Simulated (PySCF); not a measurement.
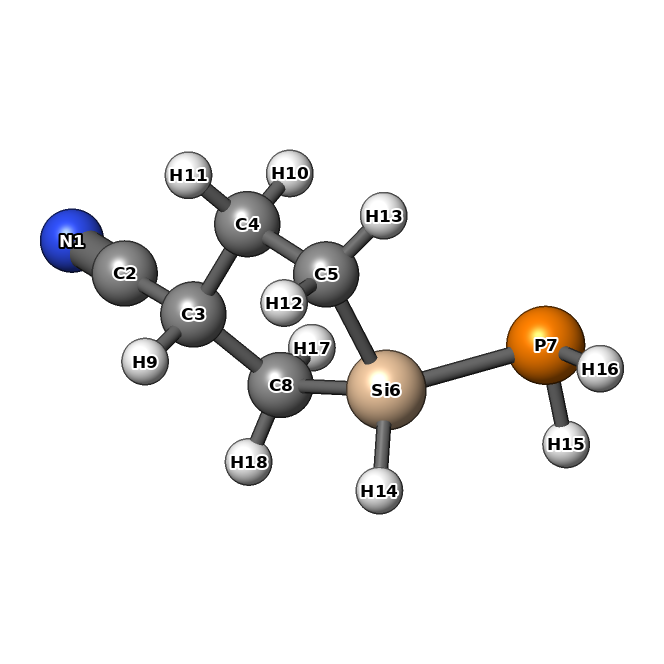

The thickness of each stick grows with its Mayer bond order. Computed geometry: GFN2-xTB optimisation. No frequency run is at hand to confirm it as a minimum. Computed with PBE0/pcSseg-1 (PySCF 2.14.0).

Which bond between heavy atoms has the highest Mayer bond order?

N1–C2, 3.08, at a length of 1.144 Å.

List the Mayer bond orders of N1–C2, C2–C3, C3–C4, C3–C8, C4–C5, C5–Si6, Si6–P7, Si6–C8 (bonds between heavy atoms, one of each equivalent set).

```csv
bond,Mayer order,length (Å)
N1–C2,3.08,1.144
C2–C3,1.00,1.440
C3–C4,0.98,1.535
C3–C8,0.99,1.535
C4–C5,1.04,1.527
C5–Si6,0.90,1.912
Si6–P7,1.08,2.240
Si6–C8,0.90,1.911
```

The geometry is semi-empirical. Around P, Si such bond lengths and angles can be off by a tenth of an ångström or more and by several degrees, and values that hang on the shape move with them.
